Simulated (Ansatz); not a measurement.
**Run report: SiH₄Cl₂, molecular dynamics (part 3 of 3)**

Continued. System: SiH₄Cl₂. Method: RKS PBE0/def2-SVP (Ansatz 0.2.0). It belongs to a series of runs on one base structure; here: dynamics from the highest image of the converged band.

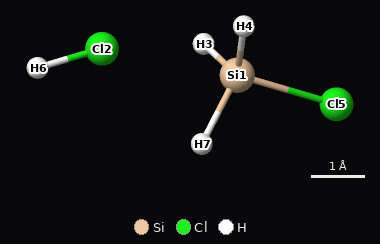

The geometry at step 119 of the log (ball-and-stick view, seen at a tilt; atoms are numbered from 1 in the order of the input).

Trajectory as extended XYZ, continued:
```
7
Properties=species:S:1:pos:R:3:forces:R:3 step=37 time_fs=18.5 energy=-32965.90549 temperature=620.1
Si   -0.1121    0.2434   -0.3911    0.7499   2.4619   0.9628
Cl   -0.5259   -2.0366    0.4793   -1.1960  -2.7234   0.0245
H     0.2652   -0.3286   -1.6491    0.1383  -0.5160  -0.8161
H    -1.4911    0.3971    0.0574   -0.4190  -0.0128  -0.0979
Cl    0.5684    2.2236   -0.4185   -0.0452   0.5197  -0.4872
H     0.3536   -1.1434    0.8542    0.7313   0.1936   0.6496
H     0.8712   -0.0053    0.7645    0.0407   0.0770  -0.2358
7
Properties=species:S:1:pos:R:3:forces:R:3 step=44 time_fs=22.0 energy=-32966.05754 temperature=855.1
Si   -0.0924    0.2645   -0.3918   -0.2446   1.6181  -0.7899
Cl   -0.5349   -2.0549    0.4854   -1.4235  -2.6405   0.0388
H     0.2103   -0.4425   -1.6878   -0.0984   0.3323   0.3498
H    -1.5151    0.4570    0.0096    0.1423  -0.2281  -0.1449
Cl    0.5625    2.2315   -0.4200    0.1175   0.8366  -0.6217
H     0.4141   -1.3091    0.8898    0.8689   0.2912   0.6193
H     0.8657   -0.0086    0.6754    0.6379  -0.2095   0.5487
7
Properties=species:S:1:pos:R:3:forces:R:3 step=52 time_fs=26.0 energy=-32966.15779 temperature=1010.9
Si   -0.0708    0.2965   -0.3961   -0.3105   0.2463  -0.7884
Cl   -0.5497   -2.0858    0.4931    0.7889  -0.9568   1.0410
H     0.1382   -0.5254   -1.6887    0.0279   0.8509   0.7006
H    -1.5239    0.4936   -0.0627    0.3698  -0.2997   0.0260
Cl    0.5562    2.2441   -0.4242    0.3016   1.1941  -0.6637
H     0.5614   -1.4816    0.9970   -1.3503  -0.8623  -0.5363
H     0.9386   -0.0394    0.6395    0.1726  -0.1726   0.2208
7
Properties=species:S:1:pos:R:3:forces:R:3 step=59 time_fs=29.5 energy=-32966.33123 temperature=1278.0
Si   -0.0530    0.3262   -0.4030    0.6363  -0.1744   0.8101
Cl   -0.5609   -2.1168    0.5030   -0.0336  -1.2140   0.5939
H     0.0791   -0.5027   -1.6150    0.3151   0.2724  -0.4180
H    -1.4925    0.4896   -0.1223   -0.1372  -0.2049   0.3342
Cl    0.5518    2.2592   -0.4303    0.4128   1.4935  -0.6637
H     0.5591   -1.7214    1.0429   -0.4446  -0.3240  -0.1362
H     1.0243   -0.0861    0.6362   -0.7488   0.1514  -0.5203
7
Properties=species:S:1:pos:R:3:forces:R:3 step=67 time_fs=33.5 energy=-32966.46121 temperature=1480.1
Si   -0.0300    0.3593   -0.4070    0.2668  -0.3770   1.1120
Cl   -0.5749   -2.1573    0.5162   -1.3981  -1.1903  -0.2545
H     0.0558   -0.4427   -1.5963    0.4069  -0.1902  -1.1532
H    -1.4739    0.4564   -0.1431   -0.2357  -0.0964   0.4766
Cl    0.5484    2.2827   -0.4399    0.4737   1.7575  -0.6006
H     0.5298   -2.0388    1.0950    1.0169  -0.0146   0.5864
H     1.0264   -0.1213    0.5702   -0.5305   0.1109  -0.1667
7
Properties=species:S:1:pos:R:3:forces:R:3 step=74 time_fs=37.0 energy=-32966.57450 temperature=1655.5
Si   -0.0089    0.3865   -0.4063   -1.2518  -0.9735  -1.0629
Cl   -0.5907   -2.1971    0.5276    1.2369  -1.1002   1.0919
H     0.0837   -0.4006   -1.7018    0.1964   0.5502   0.1988
H    -1.4810    0.4144   -0.1049    0.3515  -0.0362   0.2806
Cl    0.5471    2.3094   -0.4505    0.4543   1.7969  -0.4752
H     0.5834   -2.3165    1.1876   -1.5708   0.1061  -0.8714
H     0.9688   -0.1422    0.4959    0.5834  -0.3434   0.8382
7
Properties=species:S:1:pos:R:3:forces:R:3 step=81 time_fs=40.5 energy=-32966.74292 temperature=1915.2
Si    0.0077    0.4097   -0.4092   -0.8019  -1.3218  -1.2086
Cl   -0.6035   -2.2406    0.5421    0.4384  -1.1296   0.6257
H     0.1348   -0.3016   -1.7924   -0.0032   0.6389   0.8760
H    -1.4525    0.3684   -0.0338    0.4319   0.0378   0.0753
Cl    0.5473    2.3421   -0.4626    0.3629   1.5564  -0.3077
H     0.4893   -2.5811    1.1977   -0.7780   0.2652  -0.5023
H     0.9641   -0.1949    0.5040    0.3498  -0.0468   0.4416
7
Properties=species:S:1:pos:R:3:forces:R:3 step=89 time_fs=44.5 energy=-32966.83328 temperature=2055.9
Si    0.0233    0.4297   -0.4177    0.8875  -0.9163   0.7134
Cl   -0.6175   -2.2942    0.5605   -1.4884  -0.1441  -0.5917
H     0.1936   -0.1096   -1.7897   -0.0689  -0.1637  -0.0491
H    -1.3689    0.3207    0.0596   -0.1910   0.0517   0.0086
Cl    0.5489    2.3856   -0.4777    0.1889   1.1151  -0.0975
H     0.3103   -2.8702    1.1631    1.1354  -0.6068   0.6503
H     0.9976   -0.2526    0.5629   -0.4636   0.6640  -0.6341
7
Properties=species:S:1:pos:R:3:forces:R:3 step=96 time_fs=48.0 energy=-32966.80579 temperature=2013.4
Si    0.0402    0.4432   -0.4226    0.7924   0.1144   1.4104
Cl   -0.6335   -2.3427    0.5755    0.6647  -1.5801   0.7988
H     0.2371    0.0444   -1.7886   -0.0882  -0.7090  -0.9087
H    -1.3118    0.2855    0.1414   -0.3508   0.0647  -0.1698
Cl    0.5510    2.4278   -0.4913    0.0257   0.7152   0.0832
H     0.2431   -3.1619    1.1798   -0.9523   0.9909  -0.7548
H     0.9825   -0.2314    0.5505   -0.0916   0.4040  -0.4591
7
Properties=species:S:1:pos:R:3:forces:R:3 step=104 time_fs=52.0 energy=-32966.82511 temperature=2042.6
Si    0.0628    0.4593   -0.4227   -0.4244   0.9926  -0.8116
Cl   -0.6500   -2.4039    0.5952    0.1430  -0.9433   0.3759
H     0.2695    0.1290   -1.8822   -0.3448  -0.4817   0.4945
H    -1.2881    0.2560    0.2064    0.0636   0.1576  -0.5046
Cl    0.5536    2.4788   -0.5065   -0.1363   0.2090   0.2151
H     0.0629   -3.3748    1.1126   -0.3244   0.5505  -0.3346
H     0.9682   -0.1623    0.4872    1.0233  -0.4844   0.5653
7
Properties=species:S:1:pos:R:3:forces:R:3 step=111 time_fs=55.5 energy=-32966.85095 temperature=2083.7
Si    0.0816    0.4773   -0.4251    0.2619   0.8075  -0.8284
Cl   -0.6640   -2.4604    0.6138   -0.9060   1.1195  -0.4489
H     0.2585    0.1399   -1.9201   -0.3408  -0.3245   0.9898
H    -1.2649    0.2487    0.2052    0.1252   0.1576  -0.4287
Cl    0.5553    2.5242   -0.5190   -0.2450  -0.2365   0.2432
H    -0.1336   -3.5096    1.0143    0.7750  -1.3896   0.4868
H     1.0593   -0.1449    0.4798    0.3297  -0.1341  -0.0138
7
Properties=species:S:1:pos:R:3:forces:R:3 step=119 time_fs=59.5 energy=-32966.89747 temperature=2155.3
Si    0.1049    0.5020   -0.4313    1.4901   0.7220   0.6062
Cl   -0.6825   -2.5229    0.6341    0.3334  -1.6649   0.4417
H     0.2013    0.1033   -1.8442   -0.0625  -0.3941  -0.2037
H    -1.2278    0.2613    0.1493   -0.2574   0.0677   0.0576
Cl    0.5564    2.5751   -0.5324   -0.3093  -0.6653   0.1980
H    -0.2892   -3.7728    0.9398   -0.4233   1.5176  -0.4121
H     1.2004   -0.1392    0.4649   -0.7710   0.4169  -0.6878
7
Properties=species:S:1:pos:R:3:forces:R:3 step=126 time_fs=63.0 energy=-32966.96828 temperature=2263.8
Si    0.1312    0.5271   -0.4347    0.8252   1.0722   0.5074
Cl   -0.6981   -2.5821    0.6529    0.0707  -0.9953   0.1972
H     0.1406    0.0235   -1.7912    0.1067  -0.3051  -0.7943
H    -1.2206    0.2826    0.1029   -0.1521   0.1036   0.3077
Cl    0.5562    2.6174   -0.5434   -0.3120  -0.9520   0.1079
H    -0.4579   -3.8646    0.8387   -0.1243   0.9182  -0.1722
H     1.2441   -0.0910    0.3782   -0.4142   0.1585  -0.1537
7
Properties=species:S:1:pos:R:3:forces:R:3 step=133 time_fs=66.5 energy=-32966.88739 temperature=2140.4
Si    0.1605    0.5565   -0.4368   -1.0542   1.0136  -1.4269
Cl   -0.7134   -2.6438    0.6725   -0.1716   1.7138   0.0000
H     0.0921   -0.0846   -1.8121    0.2202   0.4192   0.2959
H    -1.2267    0.3166    0.0896    0.3680   0.1940   0.2863
Cl    0.5549    2.6565   -0.5540   -0.2758  -1.1169   0.0144
H    -0.6411   -3.8799    0.7172    0.1447  -1.7487   0.0224
H     1.2493   -0.0289    0.2789    0.7686  -0.4749   0.8079
7
Properties=species:S:1:pos:R:3:forces:R:3 step=141 time_fs=70.5 energy=-32966.86882 temperature=2110.7
Si    0.1896    0.5949   -0.4456   -0.4161   0.1984  -1.1369
Cl   -0.7315   -2.7103    0.6949   -0.1504  -1.4929  -0.0703
H     0.0686   -0.1494   -1.8005    0.2982   0.7965   0.5843
H    -1.1859    0.3817    0.1164    0.3704   0.1416   0.3215
Cl    0.5524    2.6967   -0.5661   -0.2011  -1.1400  -0.0827
H    -0.8349   -4.0402    0.5788    0.1414   1.4934   0.0881
H     1.3389   -0.0110    0.2621   -0.0425   0.0030   0.2960
7
Properties=species:S:1:pos:R:3:forces:R:3 step=148 time_fs=74.0 energy=-32966.90571 temperature=2167.5
Si    0.2132    0.6298   -0.4582    0.8957   0.2256   0.5517
Cl   -0.7479   -2.7722    0.7143   -0.2167  -1.0924  -0.1579
H     0.0833   -0.1151   -1.7291    0.1691   0.2922  -0.4564
H    -1.1070    0.4560    0.1804   -0.0503   0.0022   0.3905
Cl    0.5495    2.7278   -0.5770   -0.1124  -1.0308  -0.1691
H    -0.9869   -4.0515    0.4676    0.2194   1.1095   0.1695
H     1.4204    0.0001    0.2893   -0.9048   0.4937  -0.3282
7
Properties=species:S:1:pos:R:3:forces:R:3 step=156 time_fs=78.0 energy=-32966.95455 temperature=2243.8
Si    0.2439    0.6713   -0.4697    0.2562   0.8349   1.3639
Cl   -0.7670   -2.8458    0.7363    0.5184   1.5186   0.5693
H     0.1217   -0.0385   -1.7169   -0.0570  -0.1468  -1.0478
H    -1.0189    0.5407    0.3036   -0.0109  -0.1288   0.0215
Cl    0.5457    2.7592   -0.5901   -0.0002  -0.7524  -0.2423
H    -1.1463   -3.9612    0.3475   -0.5055  -1.4901  -0.5654
H     1.4019    0.0744    0.2824   -0.2008   0.1644  -0.0991
7
Properties=species:S:1:pos:R:3:forces:R:3 step=163 time_fs=81.5 energy=-32966.93938 temperature=2219.9
Si    0.2718    0.7110   -0.4746   -1.2419   0.6745  -0.1026
Cl   -0.7827   -2.9069    0.7568   -0.5414  -1.1027  -0.5456
H     0.1513    0.0211   -1.8164   -0.0605   0.3752   0.3521
H    -0.9433    0.5995    0.4151    0.1366  -0.2149  -0.4673
Cl    0.5424    2.7840   -0.6025    0.0824  -0.3969  -0.2635
H    -1.3212   -3.9928    0.2001    0.5603   1.1416   0.5430
H     1.3627    0.1585    0.2664    1.0645  -0.4767   0.4839
7
Properties=species:S:1:pos:R:3:forces:R:3 step=170 time_fs=85.0 energy=-32966.92785 temperature=2201.8
Si    0.2954    0.7534   -0.4792   -0.3437  -0.0051  -0.0097
Cl   -0.7998   -2.9708    0.7758   -0.6275  -0.9346  -0.6622
H     0.1737    0.1187   -1.8842   -0.0620   0.3854   0.9437
H    -0.8561    0.6334    0.4764   -0.1250  -0.2832  -0.5173
Cl    0.5394    2.8075   -0.6157    0.1349   0.0152  -0.2450
H    -1.4426   -3.9250    0.1041    0.6484   0.9793   0.6525
H     1.4254    0.1981    0.2925    0.3749  -0.1570  -0.1620
7
Properties=species:S:1:pos:R:3:forces:R:3 step=178 time_fs=89.0 energy=-32966.90963 temperature=2174.8
Si    0.3212    0.8019   -0.4838    1.1861  -0.2345   1.3432
Cl   -0.8210   -3.0464    0.7958    0.9816   0.9942   1.0150
H     0.1890    0.2748   -1.8486   -0.1657  -0.3255  -0.1849
H    -0.7788    0.6314    0.4787   -0.5325  -0.3141  -0.1635
Cl    0.5364    2.8345   -0.6317    0.1603   0.5159  -0.1552
H    -1.5229   -3.7469    0.0514   -0.9621  -0.9465  -1.0321
H     1.5418    0.2247    0.2954   -0.6678   0.3105  -0.8226
7
Properties=species:S:1:pos:R:3:forces:R:3 step=185 time_fs=92.5 energy=-32966.95644 temperature=2245.9
Si    0.3482    0.8434   -0.4824    0.6061  -0.2343   1.4739
Cl   -0.8375   -3.1105    0.8154   -0.7418  -0.4632  -0.8328
H     0.1824    0.3777   -1.8307   -0.2124  -0.6531  -0.8667
H    -0.7699    0.5918    0.4548   -0.2944  -0.1840  -0.1466
Cl    0.5344    2.8599   -0.6463    0.1503   0.9105  -0.0301
H    -1.6619   -3.6586   -0.0690    0.7608   0.5137   0.8125
H     1.5763    0.2794    0.2063   -0.2685   0.1103  -0.4102
7
Properties=species:S:1:pos:R:3:forces:R:3 step=193 time_fs=96.5 energy=-32966.95435 temperature=2242.8
Si    0.3811    0.8893   -0.4747   -1.4839  -0.7600  -0.8606
Cl   -0.8588   -3.1850    0.8350   -0.7618  -0.2422  -0.8633
H     0.1495    0.4146   -1.9003    0.0600  -0.1170   0.5579
H    -0.7943    0.5235    0.4041    0.3273   0.1117  -0.2306
Cl    0.5327    2.8926   -0.6631    0.1031   1.1632   0.1062
H    -1.7308   -3.5074   -0.1104    0.7794   0.2930   0.8443
H     1.5966    0.3493    0.0567    0.9758  -0.4487   0.4461
7
Properties=species:S:1:pos:R:3:forces:R:3 step=200 time_fs=100.0 energy=-32966.90997 temperature=2175.0
Si    0.4047    0.9259   -0.4708   -0.6507  -1.5449  -1.4058
Cl   -0.8796   -3.2510    0.8497    1.1597   0.1690   1.2334
H     0.1257    0.4261   -1.9106    0.2211   0.1102   0.8561
H    -0.7828    0.4748    0.3353    0.3656   0.2324   0.1226
Cl    0.5316    2.9254   -0.6775    0.0463   1.1692   0.1962
H    -1.7139   -3.3370   -0.0633   -1.1454  -0.1188  -1.2518
H     1.7064    0.3677   -0.0334    0.0034  -0.0172   0.2492
```

This output came from the following input.

Input file:
```yaml
crystal:
  periodic: [false, false, false]
  atoms:
    - { symbol: Si, position_ang: [-0.181813, 0.234374, -0.363664] }
    - { symbol: Cl, position_ang: [-0.498104, -2.021528, 0.454755] }
    - { symbol: H, position_ang: [0.378825, -0.33787, -1.601874] }
    - { symbol: H, position_ang: [-1.604847, 0.493416, -0.076008] }
    - { symbol: Cl, position_ang: [0.593354, 2.196545, -0.424388] }
    - { symbol: H, position_ang: [0.482807, -0.703387, 1.009666] }
    - { symbol: H, position_ang: [0.829778, 0.13835, 1.001514] }
basis:
  gaussian: { orbitals: def2-SVP }
hamiltonian:
  xc: pbe0
md:
  timestep: 0.5
  n_steps: 200
  ensemble: nve
  temperature: 300.0
  initial_velocities: maxwell_boltzmann
  seed: 3255
```

Launch command:
```bash
ansatz run input.yaml --threads 2 --pin off --max-ram 3072MiB --backend cpu --events-out ev --progress --plain --runs-dir out
```

Results in brief:

```csv
quantity,value
outcome,finished
mean temperature over the second half,2180 K
trajectory,"200 steps, 100 fs"
ensemble,nve
temperature in the input,300.0 K
time step,0.5 fs
potential energy (last step),−32966.9100 eV
mean-field energy (last step),−32966.9100 eV
largest force (length of the vector) (last step),2.188 eV/Å
hardware,"2 threads of Arm Neoverse V1, 24 GiB of memory available, shared host"
wall time,4.2 min (CPU time 8.1 min)
peak memory,0.14 GiB
```

Remarks:

So short a trajectory is not equilibrated.
